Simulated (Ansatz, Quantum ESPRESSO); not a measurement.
# The work function of Nb(110), 5 layers, one monolayer of Si on top sites, level by level, part 4 of 6

Aim: the work function of each face of Nb(110), 5 layers, one monolayer of Si on top sites, and how it moves with functional, pseudopotentials and boundary condition.

Quantum ESPRESSO 7.5; plane-wave DFT, PBE, GBRV ultrasoft pseudopotentials; geometry and cross-check by Ansatz 0.2.0 with PAW datasets.

So far. Step 6 (Valence density): The density integrates to 69.000 electrons, as the 69 of the input ask. Step 7 (Projected density of states): The atomic orbitals miss 0.1 % of the occupied states; for empty states the projections can miss much more.

**8. Self-consistent run: open boundaries by the effective screening medium**

The effective screening medium with bc1 puts vacuum on both sides and removes the images along the normal. The slab must sit about z = 0, symmetry is kept, and the .esm1 file holds the planar potential.

Input file esm.in:

```
&control
  prefix = 'esm'
  outdir = './out'
  pseudo_dir = './pseudo'
  calculation = 'scf'
  tprnfor = .true.
/
&system
  ibrav = 0
  nat = 6
  ntyp = 2
  ecutwfc = 40
  ecutrho = 200
  occupations = 'smearing'
  smearing = 'mv'
  degauss = 0.02
  assume_isolated = 'esm'
  esm_bc = 'bc1'
/
&electrons
  conv_thr = 1e-07
  mixing_beta = 0.4
  electron_maxstep = 120
  mixing_mode = 'local-TF'
/
ATOMIC_SPECIES
  Nb  92.9064  nb_pbe_v1.uspp.F.UPF
  Si  28.0850  si_pbe_v1.uspp.F.UPF
CELL_PARAMETERS angstrom
  2.33345237790000 -1.65000000000000 0.00000000000000
  2.33345237790000 1.65000000000000 0.00000000000000
  0.00000000000000 0.00000000000000 28.33380951170000
ATOMIC_POSITIONS crystal
  Nb  0.000000000000 0.000000000000 -0.211694714647
  Nb  0.500000000000 0.500000000000 -0.129338955947
  Nb  0.000000000000 0.000000000000 -0.046983197347
  Nb  0.500000000000 0.500000000000 0.036144966957
  Nb  -0.000000000000 -0.000000000000 0.119552114158
  Si  -0.000000000000 -0.000000000000 0.211694714647
K_POINTS automatic
  10 10 1 0 0 0
```

Run with:

```
$ OMP_NUM_THREADS=1 mpirun -n 4 pw.x -nk 4 -in esm.in > esm.out
```

What it wrote:

```text
[banner, memory and clock lines left out]
Program PWSCF v.7.5 starts
[citation notice left out]

[...]
Message from routine setup:
[...]
bravais-lattice index     =            0
     lattice parameter (alat)  =       5.4006  a.u.
     unit-cell volume          =    1472.3615 (a.u.)^3
     number of atoms/cell      =            6
     number of atomic types    =            2
     number of electrons       =        69.00
     number of Kohn-Sham states=           42
     kinetic-energy cutoff     =      40.0000  Ry
     charge density cutoff     =     200.0000  Ry
     scf convergence threshold =      1.0E-07
     mixing beta               =       0.4000
     number of iterations used =            8  local-TF  mixing
     Exchange-correlation= SLA  PW   PBE  PBE
                           (   1   4   3   4   0   0   0)

     Effective Screening Medium Method
     Boundary Conditions: Vacuum-Slab-Vacuum
     total charge in unit cell        =   0.0000
     grid points for fit at edges     =        4

[...]
PseudoPot. # 1 for Nb read from file:
     ./pseudo/nb_pbe_v1.uspp.F.UPF
     Pseudo is Ultrasoft + core correction, Zval = 13.0
     Generated by new atomic code, or converted to UPF format
     Using radial grid of  887 points,  6 beta functions with:
                l(1) =   0
                l(2) =   0
                l(3) =   1
                l(4) =   1
                l(5) =   2
                l(6) =   2
     Q(r) pseudized with  6 coefficients,  rinner =    1.000   1.000   1.000
                                                       1.000   1.000

     PseudoPot. # 2 for Si read from file:
     ./pseudo/si_pbe_v1.uspp.F.UPF
     Pseudo is Ultrasoft + core correction, Zval =  4.0
     Generated by new atomic code, or converted to UPF format
     Using radial grid of  899 points,  6 beta functions with:
                l(1) =   0
                l(2) =   0
                l(3) =   1
                l(4) =   1
                l(5) =   2
                l(6) =   2
     Q(r) pseudized with  8 coefficients,  rinner =    0.900   0.900   0.900
                                                       0.900   0.900

     atomic species   valence    mass     pseudopotential
     Nb               13.00    92.90640     Nb( 1.00)
     Si                4.00    28.08500     Si( 1.00)

      4 Sym. Ops. (no inversion) found

[...]
number of k points=    31  Marzari-Vanderbilt smearing, width (Ry)=  0.0200
[...]
Dense  grid:    70217 G-vectors     FFT dimensions: (  25,  25, 243)

     Smooth grid:    50303 G-vectors     FFT dimensions: (  24,  24, 216)

     Check: negative core charge=   -0.000001

     Initial potential from superposition of free atoms

     starting charge      68.9857, renormalised to      69.0000

     negative rho (up, down):  2.797E-03 0.000E+00
     Starting wfcs are   69 randomized atomic wfcs

     per-process dynamical memory:    85.6 Mb

     Self-consistent Calculation

     iteration #  1     ecut=    40.00 Ry     beta= 0.40
     Davidson diagonalization with overlap
     ethr =  1.00E-02,  avg # of iterations =  1.4

     negative rho (up, down):  1.365E-03 0.000E+00

     total energy              =    -598.98918333 Ry
     estimated scf accuracy    <       5.27901682 Ry

     iteration #  2     ecut=    40.00 Ry     beta= 0.40
[...]
negative rho (up, down):  6.180E-04 0.000E+00

[...]
total energy              =    -598.98152424 Ry
     estimated scf accuracy    <       1.41548149 Ry

     iteration #  3     ecut=    40.00 Ry     beta= 0.40
[...]
negative rho (up, down):  3.002E-04 0.000E+00

[...]
total energy              =    -598.99886952 Ry
     estimated scf accuracy    <       0.27285707 Ry

     iteration #  4     ecut=    40.00 Ry     beta= 0.40
[...]
negative rho (up, down):  1.513E-04 0.000E+00

[...]
total energy              =    -599.05825896 Ry
     estimated scf accuracy    <       0.10691471 Ry

     iteration #  5     ecut=    40.00 Ry     beta= 0.40
[...]
negative rho (up, down):  7.542E-05 0.000E+00

[...]
total energy              =    -599.07608495 Ry
     estimated scf accuracy    <       0.02735706 Ry

     iteration #  6     ecut=    40.00 Ry     beta= 0.40
[...]
negative rho (up, down):  3.805E-05 0.000E+00

[...]
total energy              =    -599.08801689 Ry
     estimated scf accuracy    <       0.04139934 Ry

[...]
iteration # 29     ecut=    40.00 Ry     beta= 0.40
[...]
c_bands:  2 eigenvalues not converged
     c_bands:  1 eigenvalues not converged
[...]
negative rho (up, down):  3.003E-03 0.000E+00

[...]
total energy              =    -599.08106523 Ry
     estimated scf accuracy    <       0.00000215 Ry

     iteration # 30     ecut=    40.00 Ry     beta= 0.40
[...]
c_bands:  1 eigenvalues not converged
[...]
negative rho (up, down):  2.989E-03 0.000E+00

[...]
total energy              =    -599.08105284 Ry
     estimated scf accuracy    <       0.00000060 Ry

     iteration # 31     ecut=    40.00 Ry     beta= 0.40
[...]
c_bands:  1 eigenvalues not converged
[...]
negative rho (up, down):  2.979E-03 0.000E+00

[...]
total energy              =    -599.08105355 Ry
     estimated scf accuracy    <       0.00000010 Ry

     iteration # 32     ecut=    40.00 Ry     beta= 0.40
[...]
c_bands:  1 eigenvalues not converged
     c_bands:  1 eigenvalues not converged
     c_bands:  1 eigenvalues not converged
     c_bands:  1 eigenvalues not converged
[...]
negative rho (up, down):  2.989E-03 0.000E+00

[...]
End of self-consistent calculation

          k = 0.0000 0.0000 0.0000 (  6353 PWs)   bands (ev):

   -59.3385 -59.2566 -59.0993 -59.0319 -58.9309 -35.7950 -35.6430 -35.3233
   -34.9764 -34.9485 -34.9322 -34.7722 -34.7042 -34.6426 -34.6403 -34.6016
   -34.5003 -34.4845 -34.4653 -34.4267 -14.5216 -10.3840  -9.6664  -8.8267
    -8.4062  -8.3708  -7.2383  -6.3217  -6.0550  -5.6078  -5.1239  -5.0871
    -4.6887  -4.6135  -4.5109  -4.2024  -4.0961  -3.3264  -3.1724  -2.1165
    -2.1020  -2.0718

          k = 0.0612 0.0866 0.0000 (  6350 PWs)   bands (ev):

   -59.3257 -59.2435 -59.0848 -59.0213 -58.9234 -35.7627 -35.6262 -35.3374
   -35.0575 -34.9918 -34.9432 -34.7959 -34.7544 -34.7217 -34.6830 -34.5783
   -34.5694 -34.5210 -34.5075 -34.4631 -14.3311 -10.0892  -9.3924  -8.5539
    -8.1168  -8.0774  -7.0995  -6.2523  -6.0030  -5.5732  -5.2484  -5.0664
    -4.9255  -4.7303  -4.5843  -4.3718  -4.0585  -3.7281  -3.1840  -2.3231
    -2.2492  -2.0565

[...]
the Fermi energy is    -4.7211 ev

!    total energy              =    -599.08097903 Ry
     estimated scf accuracy    <       0.00000006 Ry
     smearing contrib. (-TS)   =       0.00018692 Ry
     internal energy E=F+TS    =    -599.08116595 Ry

     The total energy is F=E-TS. E is the sum of the following terms:
     one-electron contribution =   17304.37545538 Ry
     hartree contribution      =   -8671.56645179 Ry
     xc contribution           =     -96.15588404 Ry
     ewald contribution        =   -9135.73428550 Ry

     convergence has been achieved in  32 iterations

     negative rho (up, down):  2.989E-03 0.000E+00

     Forces acting on atoms (cartesian axes, Ry/au):

     atom    1 type  1   force =     0.00000000    0.00000000    0.01315296
     atom    2 type  1   force =     0.00000000    0.00000000   -0.01586273
     atom    3 type  1   force =     0.00000000    0.00000000    0.00437309
     atom    4 type  1   force =     0.00000000    0.00000000   -0.00086526
     atom    5 type  1   force =     0.00000000    0.00000000    0.00073045
     atom    6 type  2   force =     0.00000000    0.00000000   -0.00124391

     Total force =     0.021132     Total SCF correction =     0.002225
     SCF correction compared to forces is large: reduce conv_thr to get better values

[...]
```

Elapsed: 1.8 min, on 4 MPI ranks of Intel Xeon Platinum 8559C (Emerald Rapids), shared host; peak memory 0.73 GiB; 7.3 min of CPU time.

This step gave:

| Property | Result |
| --- | --- |
| free energy | -8150.9120 eV |
| Fermi energy | -4.721 eV |
| vacuum line at the lower end of the cell, over the Fermi level | 4.585 eV |
| vacuum line at the upper end of the cell, over the Fermi level | 4.857 eV |

The potential energy, planar mean oscillates, so the rows of the table below give means over windows of 2.33 Å about each position, cut where the curve ends. Its maxima inside the range that stand out by 2 % of the span (Å: eV): -4.8: -1.17, -2.5: -1.23, -0.1: -0.999, 2.2: -0.931, 4.8: 1.55. Its minima: -6.0: -31.0, -3.6: -30.9, -1.3: -30.9, 1.1: -31.0, 3.4: -31.2, 6.0: -13.6.

Electrostatic potential energy of an electron; zero at the Fermi level. The potential energy, planar mean by z; means over each step:

| z (Å) | potential energy, planar mean (eV) |
| --- | --- |
| -12.95 | 4.58 |
| -10.62 | 4.58 |
| -8.29 | 3.64 |
| -5.96 | -14.0 |
| -3.62 | -13.9 |
| -1.29 | -13.8 |
| 1.04 | -13.8 |
| 3.37 | -13.8 |
| 5.70 | -5.61 |
| 8.02 | 3.99 |
| 10.36 | 4.86 |
| 12.69 | 4.86 |

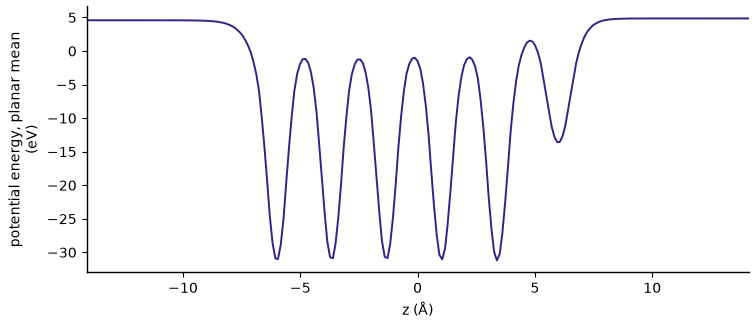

Potential energy, planar mean against z.

The vacuum levels are read from the outermost 0.7 Å of the cell on either side.

The run needed 32 iterations to bring the estimated error under 1e-07 Ry; the largest force on any atom, held or free, is 0.41 eV/Å.

The upper level is 4.857 eV against 4.845 eV from the periodic run.

**9. SCF with pw.x: PBE, SPMS norm-conserving**

The geometry stays; functional or pseudopotentials change.

Level of this step: plane-wave DFT, PBE, SPMS norm-conserving pseudopotentials (Quantum ESPRESSO 7.5).

spms-pbe.in, as its differences from the input of step 8:

```diff
@@ -1,3 +1,3 @@
 &control
-  prefix = 'esm'
+  prefix = 'spms-pbe'
   outdir = './out'
@@ -11,4 +11,4 @@
   ntyp = 2
-  ecutwfc = 40
-  ecutrho = 200
+  ecutwfc = 60
+  ecutrho = 240
   occupations = 'smearing'
@@ -26,4 +26,4 @@
 ATOMIC_SPECIES
-  Nb  92.9064  nb_pbe_v1.uspp.F.UPF
-  Si  28.0850  si_pbe_v1.uspp.F.UPF
+  Nb  92.9064  41_Nb_13_1.5_1.7_pbe_n_v1.0.upf
+  Si  28.0850  14_Si_4_1.9_1.9_pbe_n_v1.0.upf
 CELL_PARAMETERS angstrom
```

Run with:

```
$ OMP_NUM_THREADS=1 mpirun -n 4 pw.x -nk 4 -in spms-pbe.in > spms-pbe.out
```

What it wrote:

```text
[banner, memory and clock lines left out]
Program PWSCF v.7.5 starts
[citation notice left out]

[...]
Message from routine setup:
[...]
bravais-lattice index     =            0
     lattice parameter (alat)  =       5.4006  a.u.
     unit-cell volume          =    1472.3615 (a.u.)^3
     number of atoms/cell      =            6
     number of atomic types    =            2
     number of electrons       =        69.00
     number of Kohn-Sham states=           42
     kinetic-energy cutoff     =      60.0000  Ry
     charge density cutoff     =     240.0000  Ry
     scf convergence threshold =      1.0E-07
     mixing beta               =       0.4000
     number of iterations used =            8  local-TF  mixing
     Exchange-correlation= PBE
                           (   1   4   3   4   0   0   0)

     Effective Screening Medium Method
     Boundary Conditions: Vacuum-Slab-Vacuum
     total charge in unit cell        =   0.0000
     grid points for fit at edges     =        4

[...]
PseudoPot. # 1 for Nb read from file:
     ./pseudo/41_Nb_13_1.5_1.7_pbe_n_v1.0.upf
     Pseudo is Norm-conserving + core correction, Zval = 13.0
     Generated using ONCVPSP code by D. R. Hamann
     Using radial grid of 1680 points,  6 beta functions with:
                l(1) =   0
                l(2) =   0
                l(3) =   1
                l(4) =   1
                l(5) =   2
                l(6) =   2

     PseudoPot. # 2 for Si read from file:
     ./pseudo/14_Si_4_1.9_1.9_pbe_n_v1.0.upf
     Pseudo is Norm-conserving + core correction, Zval =  4.0
     Generated using ONCVPSP code by D. R. Hamann
     Using radial grid of 1524 points,  6 beta functions with:
                l(1) =   0
                l(2) =   0
                l(3) =   1
                l(4) =   1
                l(5) =   2
                l(6) =   2

     atomic species   valence    mass     pseudopotential
     Nb               13.00    92.90640     Nb( 1.00)
     Si                4.00    28.08500     Si( 1.00)

      4 Sym. Ops. (no inversion) found

[...]
number of k points=    31  Marzari-Vanderbilt smearing, width (Ry)=  0.0200
[...]
Dense  grid:    92603 G-vectors     FFT dimensions: (  27,  27, 270)

     Initial potential from superposition of free atoms

     starting charge      68.9878, renormalised to      69.0000

     negative rho (up, down):  2.897E-05 0.000E+00
     Starting wfcs are   54 randomized atomic wfcs

     per-process dynamical memory:   127.8 Mb

     Self-consistent Calculation

     iteration #  1     ecut=    60.00 Ry     beta= 0.40
     Davidson diagonalization with overlap
     ethr =  1.00E-02,  avg # of iterations =  1.2

     total energy              =    -633.67404660 Ry
     estimated scf accuracy    <       3.12571457 Ry

     iteration #  2     ecut=    60.00 Ry     beta= 0.40
[...]
total energy              =    -633.71956564 Ry
     estimated scf accuracy    <       0.93834074 Ry

     iteration #  3     ecut=    60.00 Ry     beta= 0.40
[...]
total energy              =    -633.80141971 Ry
     estimated scf accuracy    <       0.37204965 Ry

     iteration #  4     ecut=    60.00 Ry     beta= 0.40
[...]
total energy              =    -633.86985141 Ry
     estimated scf accuracy    <       0.23946302 Ry

     iteration #  5     ecut=    60.00 Ry     beta= 0.40
[...]
total energy              =    -633.86517615 Ry
     estimated scf accuracy    <       0.14234983 Ry

     iteration #  6     ecut=    60.00 Ry     beta= 0.40
[...]
total energy              =    -633.89466478 Ry
     estimated scf accuracy    <       0.61712182 Ry

[...]
iteration # 33     ecut=    60.00 Ry     beta= 0.40
[...]
c_bands:  1 eigenvalues not converged
     c_bands:  1 eigenvalues not converged
[...]
total energy              =    -633.92460243 Ry
     estimated scf accuracy    <       0.00000025 Ry

     iteration # 34     ecut=    60.00 Ry     beta= 0.40
[...]
c_bands:  1 eigenvalues not converged
[...]
total energy              =    -633.92460808 Ry
     estimated scf accuracy    <       0.00000034 Ry

     iteration # 35     ecut=    60.00 Ry     beta= 0.40
[...]
total energy              =    -633.92461071 Ry
     estimated scf accuracy    <       0.00000028 Ry

     iteration # 36     ecut=    60.00 Ry     beta= 0.40
[...]
End of self-consistent calculation

          k = 0.0000 0.0000 0.0000 ( 11593 PWs)   bands (ev):

   -59.3005 -59.2151 -59.0552 -58.9876 -58.8862 -35.7655 -35.6131 -35.2930
   -34.9482 -34.9174 -34.9016 -34.7409 -34.6764 -34.6111 -34.6101 -34.5698
   -34.4681 -34.4512 -34.4325 -34.3939 -14.5051 -10.3668  -9.6496  -8.8095
    -8.3923  -8.3553  -7.2199  -6.3084  -6.0406  -5.5925  -5.1056  -5.0719
    -4.6710  -4.5990  -4.4955  -4.1805  -4.0811  -3.3081  -3.1457  -2.0995
    -2.0757  -2.0540

          k = 0.0612 0.0866 0.0000 ( 11599 PWs)   bands (ev):

   -59.2877 -59.2020 -59.0406 -58.9770 -58.8787 -35.7331 -35.5963 -35.3071
   -35.0284 -34.9622 -34.9122 -34.7648 -34.7261 -34.6909 -34.6528 -34.5465
   -34.5370 -34.4881 -34.4749 -34.4304 -14.3146 -10.0719  -9.3755  -8.5366
    -8.1026  -8.0615  -7.0811  -6.2385  -5.9881  -5.5573  -5.2311  -5.0504
    -4.9084  -4.7148  -4.5650  -4.3557  -4.0420  -3.7066  -3.1653  -2.3003
    -2.2280  -2.0506

[...]
the Fermi energy is    -4.7033 ev

!    total energy              =    -633.92459540 Ry
     estimated scf accuracy    <       0.00000008 Ry
     smearing contrib. (-TS)   =       0.00019268 Ry
     internal energy E=F+TS    =    -633.92478808 Ry

     The total energy is F=E-TS. E is the sum of the following terms:
     one-electron contribution =   17306.94462148 Ry
     hartree contribution      =   -8670.09943192 Ry
     xc contribution           =    -135.03569215 Ry
     ewald contribution        =   -9135.73428550 Ry

     convergence has been achieved in  36 iterations

     Forces acting on atoms (cartesian axes, Ry/au):

     atom    1 type  1   force =     0.00000000    0.00000000    0.01233310
     atom    2 type  1   force =     0.00000000    0.00000000   -0.01628672
     atom    3 type  1   force =     0.00000000    0.00000000    0.00439055
     atom    4 type  1   force =     0.00000000    0.00000000   -0.00085567
     atom    5 type  1   force =     0.00000000    0.00000000    0.00118618
     atom    6 type  2   force =     0.00000000    0.00000000   -0.00078976

     Total force =     0.020962     Total SCF correction =     0.002663
     SCF correction compared to forces is large: reduce conv_thr to get better values

[...]
```

Elapsed: 3.4 min, on 4 MPI ranks; peak memory 0.8 GiB; 14 min of CPU time.

Read from the output:

```
free energy                                                    : -8624.9835 eV
Fermi energy                                                   : -4.703 eV
vacuum line at the lower end of the cell, over the Fermi level : 4.581 eV
vacuum line at the upper end of the cell, over the Fermi level : 4.825 eV
```

The potential energy, planar mean oscillates, so the rows of the table below give means over windows of 2.37 Å about each position, cut where the curve ends. Its maxima inside the range that stand out by 2 % of the span (Å: eV): -4.8: -1.11, -2.5: -1.20, -0.1: -1.04, 2.2: -0.958, 4.8: 1.52. Its minima: -6.0: -31.0, -3.7: -30.9, -1.4: -30.8, 1.1: -30.9, 3.4: -31.0, 6.0: -12.9.

Electrostatic potential energy of an electron; zero at the Fermi level. Potential energy, planar mean against z; means over each step:

| z (Å) | potential energy, planar mean (eV) |
| --- | --- |
| -12.98 | 4.58 |
| -10.61 | 4.58 |
| -8.24 | 3.54 |
| -5.87 | -13.3 |
| -3.50 | -13.2 |
| -1.13 | -13.2 |
| 1.24 | -13.2 |
| 3.61 | -13.0 |
| 5.98 | -5.14 |
| 8.35 | 4.45 |
| 10.72 | 4.82 |
| 13.09 | 4.83 |

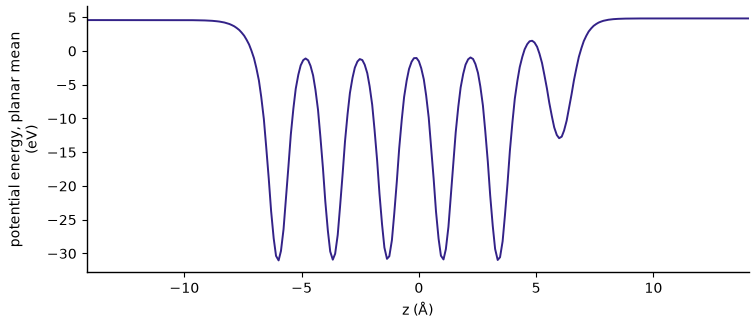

Potential energy, planar mean, plotted against z.

The upper face goes from 4.857 eV (PBE, GBRV) to 4.825 eV, a change of -0.032 eV from the pseudopotentials and their cutoffs.

(Part 4 of 6 ends here.)

[Logs are printed without paths, hosts, clocks, repeated set-up lines and the standing remarks that a program may print on its own settings, such as how far it seeks lower states.]

[Hosts, paths, dates, database ids (printed as entryN), source tags and the programs' standing remarks are cut or masked in the printed files.]

[Maps of the electrostatic potential energy from Ansatz leave out the sawtooth potential of an applied field or a dipole correction, so their vacuum need not be flat; planar profiles and work functions include it.]
